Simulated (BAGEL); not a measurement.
**BSiH5 (boranylsilane): a chain of runs**

Aim: the energy (HF/def2-SVP), then the energy (NEVPT2(2,2)/def2-SVP), then the energy (CASPT2(2,2)/def2-SVP) of BSiH5 (boranylsilane). 

Program for the calculation: BAGEL 1.2.2.

1 further run of the same task is left out (set aside as unsound or not needed).

## (1) The system as given

The species is BSiH5 (7 atoms), meant as a singlet with charge 0. As SMILES, `B[SiH3]`. The shape is that of a PBE0-D4/def2-TZVP optimisation.

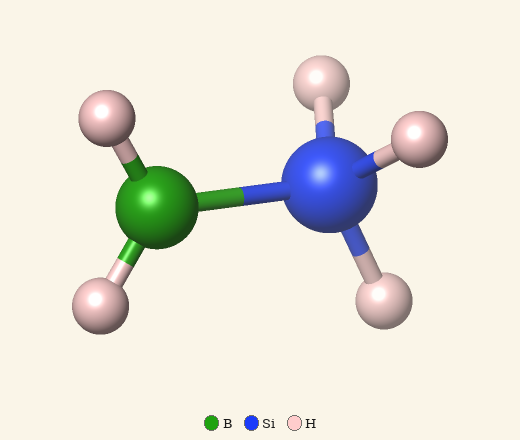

The structure, seen from a chosen angle (boron green, silicon blue, hydrogen pink).

## (2) A single-point energy at HF/def2-SVP (density fitting with svp-jkfit) (run 1)

job.json

```json
{ "bagel" : [

{
  "title" : "molecule",
  "basis" : "svp",
  "df_basis" : "svp-jkfit",
  "geometry" : [
    { "atom" : "B", "xyz" : [    -0.08164562,    -2.24687680,     0.38606916 ] },
    { "atom" : "Si", "xyz" : [     0.16836515,     1.48400948,    -0.28062622 ] },
    { "atom" : "H", "xyz" : [    -2.12784106,    -3.19476343,     0.54820766 ] },
    { "atom" : "H", "xyz" : [     1.71284776,    -3.59520395,     0.63381414 ] },
    { "atom" : "H", "xyz" : [    -1.16408074,     2.06623410,    -2.69701901 ] },
    { "atom" : "H", "xyz" : [    -1.17844266,     2.86615517,     1.77558478 ] },
    { "atom" : "H", "xyz" : [     2.78639172,     2.49217837,    -0.45259130 ] }
  ]
},

{ "title" : "hf" },

{ "title" : "print", "file" : "orbitals.molden", "orbitals" : true }

]}
```

Launch:

```console
$ BAGEL_NUM_THREADS=1 BAGEL job.json > job.out
```

The log of the run:

```text
* using 1 threads per process

  ===============================================================
  ===============================================================

  *** Geometry ***

  { "atom" : "B", "xyz" : [     -0.081646,     -2.246877,      0.386069 ] },
  { "atom" : "Si", "xyz" : [      0.168365,      1.484009,     -0.280626 ] },
  { "atom" : "H", "xyz" : [     -2.127841,     -3.194763,      0.548208 ] },
  { "atom" : "H", "xyz" : [      1.712848,     -3.595204,      0.633814 ] },
  { "atom" : "H", "xyz" : [     -1.164081,      2.066234,     -2.697019 ] },
  { "atom" : "H", "xyz" : [     -1.178443,      2.866155,      1.775585 ] },
  { "atom" : "H", "xyz" : [      2.786392,      2.492178,     -0.452591 ] },

  Number of auxiliary basis functions:      293

  Since a DF basis is specified, we compute 2- and 3-index integrals:
    o Being stored without compression. Storage requirement is 0.008 GB

  Number of basis functions:       57
  Number of electrons      :       24

    * METHOD: MOLECULE                             0.07

  *** RHF ***

  === Nuclear Repulsion ===
    47.5644308691

      * DIIS with orbital gradients will be used.

  === RHF iteration (svp) ===
      0       -316.32366582          0.01100321           0.01
      1       -316.36570420          0.00310967           0.01
      2       -316.36951685          0.00069569           0.01
      3       -316.36969156          0.00012967           0.01
      4       -316.36970138          0.00002085           0.01
      5       -316.36970166          0.00000398           0.01
      6       -316.36970167          0.00000075           0.01
      7       -316.36970167          0.00000017           0.01
      8       -316.36970167          0.00000003           0.01
      9       -316.36970167          0.00000001           0.01
    * SCF iteration converged.

    * Permanent dipole moment:
           (   -0.022868,     0.225033,    -0.040414) a.u.

    * METHOD: HF                                   0.13

    * METHOD: PRINT                                0.01

  ===============================================================
```

It took 0.4 s on 1 thread of Intel Xeon Platinum 8488C (Sapphire Rapids), shared host; peak memory 0.15 GiB.

## (3) The energy at NEVPT2(2,2)/def2-SVP (density fitting with svp-jkfit) (run 2)

input.json

```json
{ "bagel": [

{
  "title": "molecule",
  "basis": "svp",
  "df_basis": "svp-jkfit",
  "angstrom": "false",
  "geometry": [
    { "atom": "B", "xyz": [    -0.08164562,    -2.24687680,     0.38606916 ] },
    { "atom": "Si", "xyz": [     0.16836515,     1.48400948,    -0.28062622 ] },
    { "atom": "H", "xyz": [    -2.12784106,    -3.19476343,     0.54820766 ] },
    { "atom": "H", "xyz": [     1.71284776,    -3.59520395,     0.63381414 ] },
    { "atom": "H", "xyz": [    -1.16408074,     2.06623410,    -2.69701901 ] },
    { "atom": "H", "xyz": [    -1.17844266,     2.86615517,     1.77558478 ] },
    { "atom": "H", "xyz": [     2.78639172,     2.49217837,    -0.45259130 ] }
  ]
},

{
  "title": "hf"
},

{
  "title": "casscf",
  "nstate": 1,
  "nact": 2,
  "nclosed": 11,
  "active": [9, 34],
  "maxiter": 200,
  "natocc": "true"
},

{
  "title": "nevpt2",
  "nstate": 1,
  "nact": 2,
  "nclosed": 11,
  "active": [9, 34],
  "maxiter": 200,
  "natocc": "true",
  "ncore": 6
},

{
  "title": "print",
  "file": "orbitals.molden",
  "orbitals": "true"
}

]}
```

Launch:

```console
$ BAGEL_NUM_THREADS=1 BAGEL input.json > input.out
```

The log of the run:

```text
* using 1 threads per process

  ===============================================================
  ===============================================================

  *** Geometry ***

  { "atom" : "B", "xyz" : [     -0.081646,     -2.246877,      0.386069 ] },
  { "atom" : "Si", "xyz" : [      0.168365,      1.484009,     -0.280626 ] },
  { "atom" : "H", "xyz" : [     -2.127841,     -3.194763,      0.548208 ] },
  { "atom" : "H", "xyz" : [      1.712848,     -3.595204,      0.633814 ] },
  { "atom" : "H", "xyz" : [     -1.164081,      2.066234,     -2.697019 ] },
  { "atom" : "H", "xyz" : [     -1.178443,      2.866155,      1.775585 ] },
  { "atom" : "H", "xyz" : [      2.786392,      2.492178,     -0.452591 ] },

  Number of auxiliary basis functions:      293

  Since a DF basis is specified, we compute 2- and 3-index integrals:
    o Being stored without compression. Storage requirement is 0.008 GB

  Number of basis functions:       57
  Number of electrons      :       24

    * METHOD: MOLECULE                             0.08

  *** RHF ***

  === Nuclear Repulsion ===
    47.5644308691

      * DIIS with orbital gradients will be used.

  === RHF iteration (svp) ===
      0       -316.32366582          0.01100321           0.02
      1       -316.36570420          0.00310967           0.01
      2       -316.36951685          0.00069569           0.01
      3       -316.36969156          0.00012967           0.01
      4       -316.36970138          0.00002085           0.01
      5       -316.36970166          0.00000398           0.01
      6       -316.36970167          0.00000075           0.01
      7       -316.36970167          0.00000017           0.01
      8       -316.36970167          0.00000003           0.01
      9       -316.36970167          0.00000001           0.01
    * SCF iteration converged.

    * Permanent dipole moment:
           (   -0.022868,     0.225033,    -0.040414) a.u.

    * METHOD: HF                                   0.16

  ---------------------------
      CASSCF calculation
  ---------------------------

    ==== Active orbitals : =====
         Orbital 9
         Orbital 34
    ============================

    * nstate   :      1
    * nclosed  :     11
    * nact     :      2
    * nvirt    :     44
  === CASSCF iteration (svp) ===

    * Using the second-order algorithm

      0  0      -316.37069625     2.98e-04      0.00

      1  0      -316.38025317     8.56e-04      0.05

      2  0      -316.38276028     2.75e-04      0.06

      3  0      -316.38281150     3.19e-05      0.07

      4  0      -316.38281202     4.25e-06      0.06

      5  0      -316.38281203     5.53e-07      0.06

      6  0      -316.38281203     7.88e-08      0.06

      7  0      -316.38281203     1.26e-08      0.06

      8  0      -316.38281203     2.26e-09      0.05

    * Second-order optimization converged. *

     guess   0:   closed 1.                   open ..

  === FCI iteration ===

      0  0      -316.36956806     7.38e-02      0.00
      1  0      -316.38280584     1.21e-03      0.00
      2  0 *    -316.38281203     8.29e-16      0.00

     * ci vector, state   0, <S^2> = 0.0000
       2.     0.9959999465
       .2    -0.0893538276

    * METHOD: CASSCF                               0.51

    * freezing 6 orbitals

  === DF-NEVPT2 calculation ===

    * 3-index integral transformation done
    * assembly done

      NEVPT2 correlation energy:   -0.1743596741      0.03

          (+0)     -0.1432307578
          (+0)'    -0.0051843191
          (+1)     -0.0018448479
          (+1)'    -0.0000000000
          (+2)     -0.0000968984
          (-1)     -0.0131732735
          (-1)'     0.0000000000
          (-2)     -0.0108295774

      NEVPT2 total energy:       -316.5571717032

    * METHOD: NEVPT2                               0.06

    * METHOD: PRINT                                0.01

  ===============================================================
```

Run time: 0.99 s. Hardware: 1 thread of Intel Xeon Platinum 8488C (Sapphire Rapids), shared host; peak memory 0.15 GiB.

## (4) The energy at CASPT2(2,2)/def2-SVP (density fitting with svp-jkfit) (run 3)

calc.json

```json
{ "bagel" : [

{
  "title" : "molecule",
  "basis" : "svp",
  "df_basis" : "svp-jkfit",
  "angstrom" : false,
  "geometry" : [
    { "atom" : "B", "xyz" : [ -0.08164562, -2.24687680,  0.38606916 ] },
    { "atom" : "Si", "xyz" : [  0.16836515,  1.48400948, -0.28062622 ] },
    { "atom" : "H", "xyz" : [ -2.12784106, -3.19476343,  0.54820766 ] },
    { "atom" : "H", "xyz" : [  1.71284776, -3.59520395,  0.63381414 ] },
    { "atom" : "H", "xyz" : [ -1.16408074,  2.06623410, -2.69701901 ] },
    { "atom" : "H", "xyz" : [ -1.17844266,  2.86615517,  1.77558478 ] },
    { "atom" : "H", "xyz" : [  2.78639172,  2.49217837, -0.45259130 ] }
  ]
},
{
  "title" : "hf"
},
{
  "title" : "casscf",
  "nstate" : 1,
  "nact" : 2,
  "nclosed" : 11,
  "active" : [9, 34],
  "maxiter" : 200,
  "natocc" : true
},
{
  "title" : "print",
  "file" : "orbitals.molden",
  "orbitals" : true
},
{
  "title" : "smith",
  "method" : "caspt2",
  "ms" : true,
  "xms" : true,
  "sssr" : true,
  "shift" : 0.2,
  "shift_imag" : true,
  "ncore" : 6
}

]}
```

Launch:

```console
$ BAGEL_NUM_THREADS=1 BAGEL calc.json > calc.out
```

The log of the run:

```text
* using 1 threads per process

  ===============================================================
  ===============================================================

  *** Geometry ***

  { "atom" : "B", "xyz" : [     -0.081646,     -2.246877,      0.386069 ] },
  { "atom" : "Si", "xyz" : [      0.168365,      1.484009,     -0.280626 ] },
  { "atom" : "H", "xyz" : [     -2.127841,     -3.194763,      0.548208 ] },
  { "atom" : "H", "xyz" : [      1.712848,     -3.595204,      0.633814 ] },
  { "atom" : "H", "xyz" : [     -1.164081,      2.066234,     -2.697019 ] },
  { "atom" : "H", "xyz" : [     -1.178443,      2.866155,      1.775585 ] },
  { "atom" : "H", "xyz" : [      2.786392,      2.492178,     -0.452591 ] },

  Number of auxiliary basis functions:      293

  Since a DF basis is specified, we compute 2- and 3-index integrals:
    o Being stored without compression. Storage requirement is 0.008 GB

  Number of basis functions:       57
  Number of electrons      :       24

    * METHOD: MOLECULE                             0.07

  *** RHF ***

[... 11 lines left out ...]
    * SCF iteration converged.
[... 1 line left out ...]
    * Permanent dipole moment:
[... 27 lines left out ...]
    * Second-order optimization converged. *
[... 9 lines left out ...]
     * ci vector, state   0, <S^2> = 0.0000
[... 16 lines left out ...]
    * Zeroth order energy : state  0       -1.0740444421
[... 3 lines left out ...]
      -------------------------------------------  CASPT2 iteration  ---------------------------------------------------
       #      aibj      arbs      arbi      airj      risj      airs      arst      rist         Etot      error   time
      ------------------------------------------------------------------------------------------------------------------

       0  -0.14261  -0.01310  -0.01341  -0.00224  -0.00016  -0.00450  -0.00000  -0.00000   -0.1760237  0.0018909   0.02
       1  -0.14285  -0.01316  -0.01346  -0.00234  -0.00018  -0.00467   0.00000  -0.00000   -0.1766588  0.0003632   0.01
       2  -0.14285  -0.01316  -0.01347  -0.00234  -0.00018  -0.00467  -0.00000  -0.00000   -0.1766843  0.0000809   0.01
       3  -0.14285  -0.01316  -0.01348  -0.00234  -0.00018  -0.00467   0.00000  -0.00000   -0.1766853  0.0000179   0.02
       4  -0.14285  -0.01316  -0.01348  -0.00234  -0.00018  -0.00467   0.00000  -0.00000   -0.1766853  0.0000040   0.02
       5  -0.14285  -0.01316  -0.01348  -0.00234  -0.00018  -0.00467  -0.00000  -0.00000   -0.1766853  0.0000007   0.02

      ------------------------------------------------------------------------------------------------------------------

    * CASPT2 energy : state  0     -316.5609240280
        w/o shift correction       -316.5594973506
        reference weight              0.9304570970

    * METHOD: SMITH                                0.13

  ===============================================================
```

Run time: 1.1 s. Hardware: 1 thread of Intel Xeon Platinum 8488C (Sapphire Rapids), shared host; peak memory 0.15 GiB.

## (5) Summary of results

| quantity | value |
| --- | --- |
| run 1, HF/def2-SVP: total energy | -316.36970 Eh |
| run 1, HF/def2-SVP: dipole moment | 0.58 D |
| run 1, HF/def2-SVP: HOMO energy | -11.47 eV |
| run 1, HF/def2-SVP: LUMO energy | 1.24 eV |
| run 1, HF/def2-SVP: HOMO–LUMO gap | 12.71 eV |
| run 2, NEVPT2(2,2)/def2-SVP: total energy | -316.55717 Eh |
| run 3, CASPT2(2,2)/def2-SVP: total energy | -316.56092 Eh |
